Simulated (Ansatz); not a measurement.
# SiPH₃+ (doublet): from Hartree-Fock to the top rungs, cc-pVDZ

Aim: climb from Hartree-Fock through coupled cluster for SiPH₃+ (doublet) at one geometry and basis, and see what each rung misses.

Computed with Ansatz 0.2.0, Gaussian basis. Level: cc-pVDZ, core rule «outside noble gas», up to 10 orbitals frozen.

To be run: UHF; CCSD(T) on ROHF; CCSD(T) on UHF; BCCD(T) on ROHF; CISD as a restricted active space (open shells left free, so some higher excitations enter); CCSDT(Q) on ROHF; CCSDT(Q) on UHF.

17 further runs of the same task are left out: 8 that didn't finish, 9 set aside as unsound or not needed. Runs told in other sessions of the task aren't counted.

### 1 The system

The geometry is a PBE0/def2-TZVP stationary point (not a proven minimum) of the parent state, kept for this charge and spin.

5 atoms, charge 1, spin multiplicity 2.

Atoms are counted from 1 here; the program's logs count them from 0.

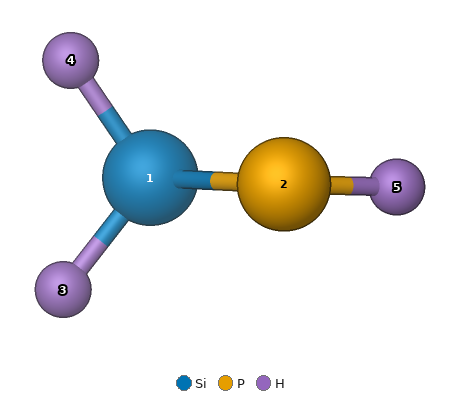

The geometry (silicon blue, phosphorus amber, hydrogen purple); atoms are numbered from 1 in the order of the file.

In the tables R marks a restricted open-shell determinant and U an unrestricted one; energies count from the table's Hartree-Fock row.

### 2 UHF

File in.yaml:

```yaml
crystal:
  periodic: [false, false, false]
  atoms:
    - {symbol: Si, position_ang: [-0.115193, 0.000000, 1.136422]}
    - {symbol: P, position_ang: [0.110612, 0.000000, -1.097420]}
    - {symbol: H, position_ang: [0.548626, -1.206414, 1.714912]}
    - {symbol: H, position_ang: [0.548640, 1.206407, 1.714913]}
    - {symbol: H, position_ang: [-1.286574, 0.000008, -1.371929]}
basis:
  gaussian: {orbitals: cc-pVDZ}
total_charge: 1
magnetization: {spin_polarized: true, initial_magnetization: 1}
hamiltonian: {xc: hf}
output: {orbitals: {seedname: orbitals}}
```

Started as:

```
> ansatz run in.yaml --threads 1 --pin off --events-out ev --progress --plain --max-ram 2393MiB
```

The log of the run:

```text
Functional definition: HF
  name "HF"
  cite "Fock, Z. Phys. 61, 126 (1930) doi:10.1007/BF01340294"
  parent pbe
  exchange = exact_x
  correlation = 0
507 factors; integrals over basis functions are off by at most 1.1e-3 eV
mean field evaluation 1: about -17170.9437 eV, gradient 1.0e1 eV
mean field evaluation 2: about -17170.9746 eV, gradient 1.0e1 eV
mean field evaluation 4: about -17172.1282 eV, gradient 1.5e0 eV
mean field evaluation 8: about -17172.1714 eV, gradient 2.2e-1 eV
mean field evaluation 16: about -17172.2136 eV, gradient 3.1e-1 eV
mean field evaluation 32: about -17171.6675 eV, gradient 2.9e0 eV
mean field evaluation 64: about -17167.1674 eV, gradient 1.4e1 eV
mean field evaluation 96: about -17171.0358 eV, gradient 1.4e0 eV
mean field -17172.22909279 eV, -631.0677794051 hartree, gradient 1.8e-5 eV, S^2 1.071031; 1 other end points of the search recorded, 0 dependent functions left out
reference -17172.22909279 eV, -631.0677794051 hartree; 16, 15 occupied and 35, 36 virtual orbitals, 507 factors
Total energy: -17172.22909279 eV, -631.0677794051 hartree
```

Run time: 0.99 s. Hardware: 1 thread of Arm Neoverse V2, shared host.

From the report: ⟨S²⟩ of the determinant 1.071 (pure doublet: 0.75).

### 3 CCSD(T) on ROHF

Edit in.yaml of step 2 so:

```diff
@@ -11,4 +11,3 @@
 total_charge: 1
-magnetization: {spin_polarized: true, initial_magnetization: 1}
-hamiltonian: {xc: hf}
-output: {orbitals: {seedname: orbitals}}
+magnetization: {spin_polarized: false, initial_magnetization: 1}
+correlation: {method: ccsd_t, electrons: outside_noble_gas}
```

Same command.

The log of the run, cut to the lines that bear on the results:

```text
Functional definition: HF
  name "HF"
  cite "Fock, Z. Phys. 61, 126 (1930) doi:10.1007/BF01340294"
  parent pbe
[...]
507 factors; integrals over basis functions are off by at most 1.1e-3 eV
[...]
mean field -17172.03957810 eV, -631.0608148686 hartree, gradient 4.2e-6 eV, S^2 0.750000; 3 other end points of the search recorded, 0 dependent functions left out
[...]
determinant -17172.03957810 eV, -631.0608148686 hartree, with singles and doubles -17178.25510559 eV, -631.2892312908 hartree
determinant -17171.08364464 eV, -631.0256849619 hartree, with singles and doubles -17177.08139659 eV, -631.2460982807 hartree
determinant -17168.92081106 eV, -630.9462022940 hartree, with singles and doubles -17175.18111971 eV, -631.1762643936 hartree
10 core orbitals not correlated: weight in the atoms' cores, before any rotation towards them, 1.000 or more for the frozen orbitals, at most 0.000 for the correlated occupied ones
reference -17172.03957810 eV, -631.0608148686 hartree; 6, 5 occupied and 35, 36 virtual orbitals, 507 factors
second order -5.00249403 eV of doubles, -0.07326867 eV of singles
cycle   1  -6.21582496 eV  change   -3.0e-4 eV  update   2.1e-3
[...]
cycle   9  -6.21700707 eV  change   -1.1e-5 eV  update   1.0e-5
perturbative correction -0.21900003 eV, -0.0080481027 hartree
Total energy: -17178.47558520 eV, -631.2973337672 hartree
```

Run time: 3.2 s. Hardware: 1 thread of Arm Neoverse V2, shared host.

From the report: correlation -6.4360 eV; T1 0.031; largest double amplitude 0.10.

### 4 CCSD(T) on UHF

Edit in.yaml of step 3 so:

```diff
@@ -11,3 +11,3 @@
 total_charge: 1
-magnetization: {spin_polarized: false, initial_magnetization: 1}
+magnetization: {spin_polarized: true, initial_magnetization: 1}
 correlation: {method: ccsd_t, electrons: outside_noble_gas}
```

Launched as before.

The log of the run, cut to the lines that bear on the results:

```text
Functional definition: HF
  name "HF"
  cite "Fock, Z. Phys. 61, 126 (1930) doi:10.1007/BF01340294"
  parent pbe
[...]
507 factors; integrals over basis functions are off by at most 1.1e-3 eV
[...]
mean field -17172.22909279 eV, -631.0677794051 hartree, gradient 2.9e-6 eV, S^2 1.071029; 12 other end points of the search recorded, 0 dependent functions left out
determinant -17172.22909279 eV, -631.0677794051 hartree, with singles and doubles -17178.24047445 eV, -631.2886936064 hartree
determinant -17171.12894845 eV, -631.0273498464 hartree, with singles and doubles -17177.08238830 eV, -631.2461347256 hartree
determinant -17170.53261896 eV, -631.0054351418 hartree, with singles and doubles -17176.03225686 eV, -631.2075431068 hartree
determinant -17169.71454073 eV, -630.9753713213 hartree, with singles and doubles -17175.73478337 eV, -631.1966111578 hartree
determinant -17169.15364602 eV, -630.9547588211 hartree, with singles and doubles -17175.19190056 eV, -631.1766605825 hartree
10 core orbitals not correlated: weight in the atoms' cores, before any rotation towards them, 1.000 or more for the frozen orbitals, at most 0.000 for the correlated occupied ones
reference -17172.22909279 eV, -631.0677794051 hartree; 6, 5 occupied and 35, 36 virtual orbitals, 507 factors
second order -4.74895836 eV of doubles, -0.00000000 eV of singles
cycle   1  -6.01424246 eV  change   -2.9e-3 eV  update   4.6e-3
[...]
cycle  11  -6.02478773 eV  change   -4.2e-6 eV  update   2.7e-6
perturbative correction -0.21069763 eV, -0.0077429951 hartree
Total energy: -17178.46457815 eV, -631.2969292653 hartree
```

Wall time 9 s (1 thread of Arm Neoverse V2, shared host).

From the report: ⟨S²⟩ of the determinant 1.071 (pure doublet: 0.75); correlation -6.2355 eV; T1 0.055; largest double amplitude 0.10.

### 5 BCCD(T) on ROHF

Edit in.yaml of step 4 so:

```diff
@@ -11,3 +11,3 @@
 total_charge: 1
-magnetization: {spin_polarized: true, initial_magnetization: 1}
-correlation: {method: ccsd_t, electrons: outside_noble_gas}
+magnetization: {spin_polarized: false, initial_magnetization: 1}
+correlation: {method: bccd_t, electrons: outside_noble_gas}
```

The command is unchanged.

The log of the run, cut to the lines that bear on the results:

```text
Functional definition: HF
  name "HF"
  cite "Fock, Z. Phys. 61, 126 (1930) doi:10.1007/BF01340294"
  parent pbe
[...]
507 factors; integrals over basis functions are off by at most 1.1e-3 eV
[...]
mean field -17172.03957810 eV, -631.0608148686 hartree, gradient 4.2e-6 eV, S^2 0.750000; 3 other end points of the search recorded, 0 dependent functions left out
[...]
determinant -17172.03957810 eV, -631.0608148686 hartree, with singles and doubles -17178.25510559 eV, -631.2892312908 hartree
determinant -17171.08364464 eV, -631.0256849619 hartree, with singles and doubles -17177.08139659 eV, -631.2460982807 hartree
determinant -17168.92081106 eV, -630.9462022940 hartree, with singles and doubles -17175.18111971 eV, -631.1762643936 hartree
10 core orbitals not correlated: weight in the atoms' cores, before any rotation towards them, 1.000 or more for the frozen orbitals, at most 0.000 for the correlated occupied ones
reference -17172.03957810 eV, -631.0608148686 hartree; 6, 5 occupied and 35, 36 virtual orbitals, 507 factors
second order -5.00249403 eV of doubles, -0.07326867 eV of singles
cycle   1  -6.20869557 eV  change    6.8e-3 eV  update   1.5e-2
[...]
cycle  12  -6.20580405 eV  change    9.7e-7 eV  update   8.2e-6
perturbative correction -0.22946810 eV, -0.0084327973 hartree
Total energy: -17178.47485025 eV, -631.2973067581 hartree
```

Run time: 3.6 s. Hardware: 1 thread of Arm Neoverse V2, shared host.

From the report: correlation -6.4353 eV; largest double amplitude 0.10.

### 6 CISD as a restricted active space (open shells left free, so some higher excitations enter)

Edit in.yaml of step 5 so:

```diff
@@ -12,2 +12,2 @@
 magnetization: {spin_polarized: false, initial_magnetization: 1}
-correlation: {method: bccd_t, electrons: outside_noble_gas}
+correlation: {active_space: {ras: {orbitals: [5, 1, 35], electrons: 11, max_holes: 2, max_particles: 2}, fixed_orbitals: true}}
```

Launched as before.

The log of the run:

```text
Functional definition: HF
  name "HF"
  cite "Fock, Z. Phys. 61, 126 (1930) doi:10.1007/BF01340294"
  parent pbe
  exchange = exact_x
  correlation = 0
507 factors; integrals over basis functions are off by at most 1.1e-3 eV
mean field evaluation 1: about -17170.9335 eV, gradient 1.3e1 eV
mean field evaluation 2: about -17170.9636 eV, gradient 1.3e1 eV
mean field evaluation 4: about -17172.0165 eV, gradient 1.8e0 eV
mean field evaluation 8: about -17172.0391 eV, gradient 1.7e-1 eV
mean field evaluation 16: about -17171.0829 eV, gradient 5.7e-2 eV
mean field -17172.03957810 eV, -631.0608148686 hartree, gradient 4.2e-6 eV, S^2 0.750000; 2 other end points of the search recorded, 0 dependent functions left out
reference -17172.03957810 eV, -631.0608148686 hartree; 16, 15 occupied and 35, 36 virtual orbitals, 507 factors
state -17177.70329025 eV, -631.2689524513 hartree
Total energy: -17177.70329025 eV, -631.2689524513 hartree
```

Run time: 2.5 s. Hardware: 1 thread of Arm Neoverse V2, shared host.

From the report: 40,952 determinants.

### 7 CCSDT(Q) on ROHF

Edit in.yaml of step 6 so:

```diff
@@ -12,2 +12,2 @@
 magnetization: {spin_polarized: false, initial_magnetization: 1}
-correlation: {active_space: {ras: {orbitals: [5, 1, 35], electrons: 11, max_holes: 2, max_particles: 2}, fixed_orbitals: true}}
+correlation: {method: ccsdt_q, electrons: outside_noble_gas}
```

Launched as before.

The log of the run, cut to the lines that bear on the results:

```text
Functional definition: HF
  name "HF"
  cite "Fock, Z. Phys. 61, 126 (1930) doi:10.1007/BF01340294"
  parent pbe
[...]
987 factors; integrals over basis functions are off by at most 1.8e-7 eV
[...]
mean field -17172.03961736 eV, -631.0608163113 hartree, gradient 4.6e-6 eV, S^2 0.750000; 3 other end points of the search recorded, 0 dependent functions left out
[...]
determinant -17172.03961736 eV, -631.0608163113 hartree, with singles and doubles -17178.25514152 eV, -631.2892326114 hartree
determinant -17171.08369515 eV, -631.0256868181 hartree, with singles and doubles -17177.08144461 eV, -631.2461000455 hartree
determinant -17168.92085243 eV, -630.9462038143 hartree, with singles and doubles -17175.18114909 eV, -631.1762654730 hartree
10 core orbitals not correlated: weight in the atoms' cores, before any rotation towards them, 1.000 or more for the frozen orbitals, at most 0.000 for the correlated occupied ones
reference -17172.03961736 eV, -631.0608163113 hartree; 6, 5 occupied and 35, 36 virtual orbitals, 987 factors
second order -5.00254160 eV of doubles, -0.07326863 eV of singles
cycle   1  -5.85551358 eV  change   -7.8e-1 eV  update   9.4e-2
[...]
cycle  25  -6.48344215 eV  change   -6.8e-7 eV  update   5.0e-7
perturbative correction -0.01379342 eV, -0.0005068987 hartree
Total energy: -17178.53685292 eV, -631.2995853143 hartree
```

Run time: 37 s. Hardware: 1 thread of Arm Neoverse V2, shared host; peak memory 0.53 GiB.

From the report: correlation -6.4972 eV; T1 0.034; largest double amplitude 0.13.

### 8 CCSDT(Q) on UHF

Edit in.yaml of step 7 so:

```diff
@@ -11,3 +11,3 @@
 total_charge: 1
-magnetization: {spin_polarized: false, initial_magnetization: 1}
+magnetization: {spin_polarized: true, initial_magnetization: 1}
 correlation: {method: ccsdt_q, electrons: outside_noble_gas}
```

Launched as before.

The log of the run, cut to the lines that bear on the results:

```text
Functional definition: HF
  name "HF"
  cite "Fock, Z. Phys. 61, 126 (1930) doi:10.1007/BF01340294"
  parent pbe
[...]
987 factors; integrals over basis functions are off by at most 1.8e-7 eV
[...]
mean field -17172.22913677 eV, -631.0677810212 hartree, gradient 2.9e-6 eV, S^2 1.071044; 12 other end points of the search recorded, 0 dependent functions left out
determinant -17172.22913677 eV, -631.0677810212 hartree, with singles and doubles -17178.24050878 eV, -631.2886948682 hartree
determinant -17171.12899908 eV, -631.0273517068 hartree, with singles and doubles -17177.08243611 eV, -631.2461364825 hartree
determinant -17170.53268042 eV, -631.0054374004 hartree, with singles and doubles -17176.03230605 eV, -631.2075449144 hartree
determinant -17169.71459586 eV, -630.9753733474 hartree, with singles and doubles -17175.73483078 eV, -631.1966129001 hartree
determinant -17169.15369085 eV, -630.9547604683 hartree, with singles and doubles -17175.19193974 eV, -631.1766620224 hartree
10 core orbitals not correlated: weight in the atoms' cores, before any rotation towards them, 1.000 or more for the frozen orbitals, at most 0.000 for the correlated occupied ones
reference -17172.22913677 eV, -631.0677810212 hartree; 6, 5 occupied and 35, 36 virtual orbitals, 987 factors
second order -4.74898693 eV of doubles, -0.00000000 eV of singles
cycle   1  -5.54180197 eV  change   -7.9e-1 eV  update   9.3e-2
[...]
cycle  26  -6.29403282 eV  change   -3.7e-7 eV  update   3.2e-7
perturbative correction -0.01609279 eV, -0.0005913991 hartree
Total energy: -17178.53926237 eV, -631.2996738601 hartree
```

Wall time 43 s (1 thread of Arm Neoverse V2, shared host); peak memory 0.43 GiB.

From the report: ⟨S²⟩ of the determinant 1.071 (pure doublet: 0.75); correlation -6.3101 eV; T1 0.063; largest double amplitude 0.13.

### 9 All levels against the top one

The yardstick is UCCSDT(Q), where the cluster series has nearly closed. Rows without a time are mean-field rows or come out of runs for another level: lower rungs of the coupled-cluster runs, or the Hartree-Fock search.

```
   method  energy from the lowest ROHF (meV)  from UCCSDT(Q) (meV)   time
      ROHF                               0.0               +6499.7       
      UHF                            -189.5               +6310.2       
     RMP2                           -5075.8               +1423.9       
     UMP2                           -4938.5               +1561.2       
     CISD                           -5663.7                +836.0  2.5 s
    RCCSD                           -6217.0                +282.7       
    UCCSD                           -6214.3                +285.4       
 RCCSD(T)                           -6436.0                 +63.7  3.2 s
 UCCSD(T)                           -6425.0                 +74.7    9 s
  BCCD(T)                           -6435.3                 +64.4  3.6 s
   RCCSDT                           -6483.5                 +16.2       
   UCCSDT                           -6483.6                 +16.1       
RCCSDT(Q)                           -6497.3                  +2.4   37 s
UCCSDT(Q)                           -6499.7                     0   43 s
```

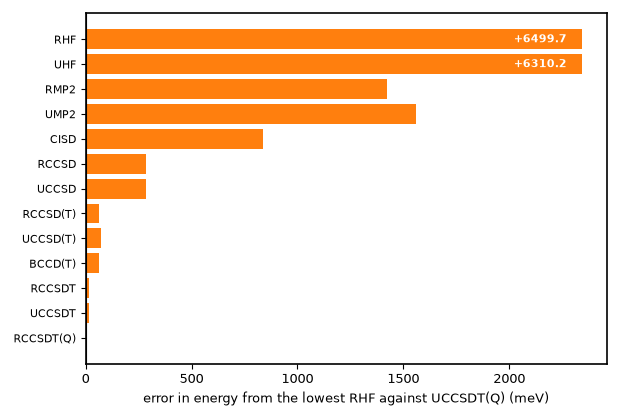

How far each level lands from UCCSDT(Q). Bars with a number in them are cut short.

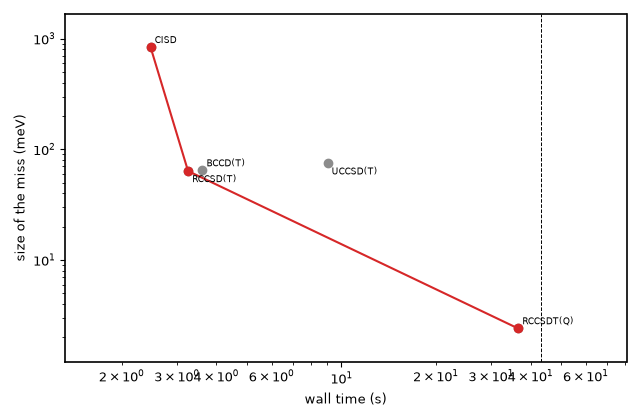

Accuracy for the time spent; red marks the levels that beat every quicker one drawn (of those quicker than the yardstick), and the dashed line is the time of UCCSDT(Q). Times are from a shared host.

### 10 Outcome

| quantity | value |
| --- | --- |
| UCCSDT(Q) from the ROHF energy | -6.4997 eV |
| RMP2 from UCCSDT(Q) | +1423.9 meV |
| UMP2 from UCCSDT(Q) | +1561.2 meV |
| RCCSD from UCCSDT(Q) | +282.7 meV |
| RCCSD(T) from UCCSDT(Q) | +63.7 meV |
| UCCSD(T) from UCCSDT(Q) | +74.7 meV |
| RCCSDT(Q) from UCCSDT(Q) | +2.4 meV |
| levels within 1 kcal/mol (43 meV) | RCCSDT, UCCSDT, RCCSDT(Q) |
| T1 diagnostic | 0.031 |

What this shows: RCCSD(T) lands +63.7 meV from the yardstick (1.0 % of the correlation energy). These misses are within one basis, not against nature; the frozen cores of restricted and unrestricted runs differ, which can shift their rows.

With open shells the CI space here admits some higher excitations, so it is larger than plain CISD.

For cost: RCCSDT(Q) gets within 2.4 meV in 37 s, where UCCSDT(Q) took 43 s; the quickest level in the cost chart, CISD, takes 2.5 s and misses by 836.0 meV.
